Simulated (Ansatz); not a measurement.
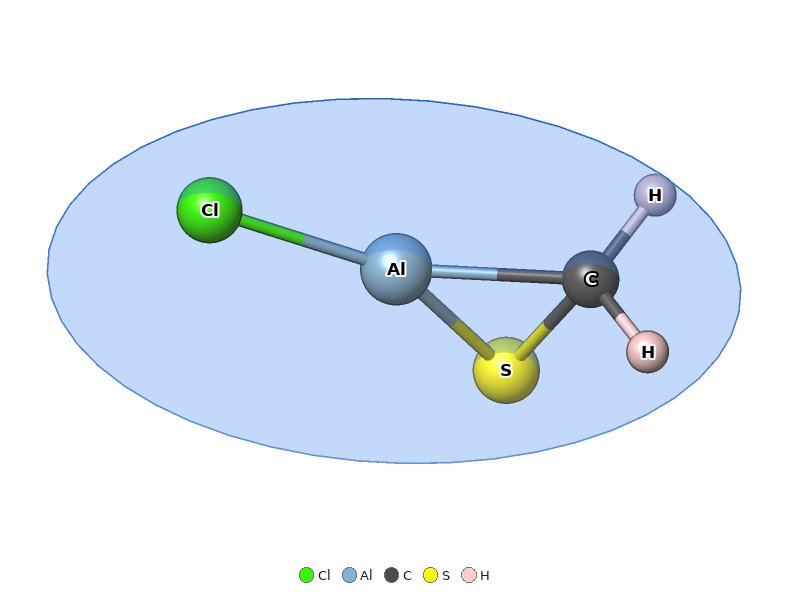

All proper rotation axes (lines) and mirror planes (discs) of the structure are drawn in. Depth is shown by fading: the farther an atom, the more it takes the colour of the background. Computed geometry: PBE0-D4/def2-TZVP optimisation.

**Name the symmetry elements and the point group.**

It has 1 mirror plane. Point group Cs. The group has 2 operations. The geometry is achiral, and symmetry allows a dipole moment.
